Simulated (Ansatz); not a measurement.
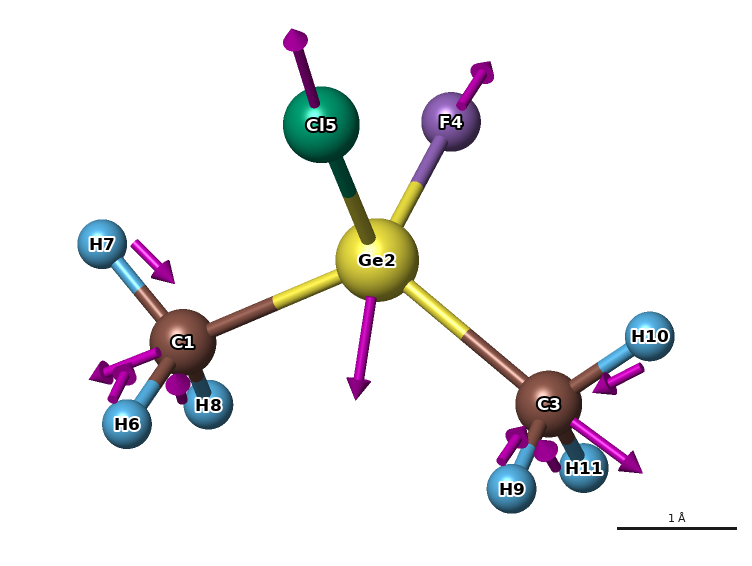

Arrows show the forces on the atoms, 20 Å of arrow for 1 eV/Å; forces under a tenth of the largest aren't drawn. Level of theory: r2SCAN-D4/def2-TZVPP (Ansatz 0.2.0).

**On which atom is the force largest, and how large is it?**

On Cl5: 0.05 eV/Å.

**Along which bond is the force strongest?**

Ge2–Cl5, now 2.153 Å: the forces push its atoms apart, so a first step downhill lengthens it.

List the force components in the frame of the picture (x right, y up, z towards the viewer), in eV/Å.

```csv
atom,Fx,Fy,Fz
C1,−0.03,−0.01,−0.02
Ge2,−0.01,−0.04,0.00
C3,0.03,−0.02,0.01
F4,0.01,0.02,−0.02
Cl5,−0.01,0.03,0.04
H6,0.01,0.02,−0.02
H7,0.02,−0.02,0.01
H8,0.00,0.01,0.02
H9,0.01,0.02,−0.02
H10,−0.02,−0.01,−0.01
H11,−0.01,0.01,0.02
```
